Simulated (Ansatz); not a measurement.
Consider SiO₂ in the rutile structure (space group P4_2/mnm, No. 136; a = 4.155 Å, c = 2.661 Å).

One thing is altered: the cell is scaled by 1.0180 in all directions, atoms relaxed at fixed cell.

All numbers come from Ansatz (a quantum-chemistry and plane-wave program), LDA, PAW, cutoff 420 eV, without spin-orbit coupling.

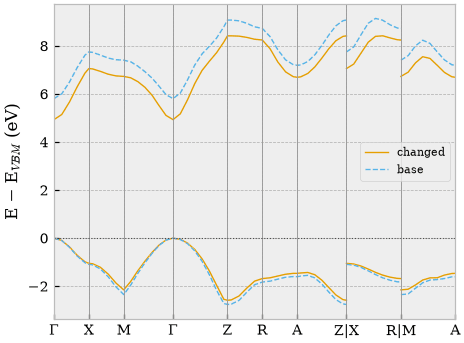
Highest valence and lowest conduction band along the path, each from its own valence-band maximum

Q: From the figure, how large is the changed gap, and is it direct?

A: About 4.9 eV, direct at Γ.

The cells carry an imposed strain or load. Gaps are Kohn–Sham eigenvalue differences; semilocal functionals usually give less than the measured gap. Whether these cells are dynamically stable was not tested.
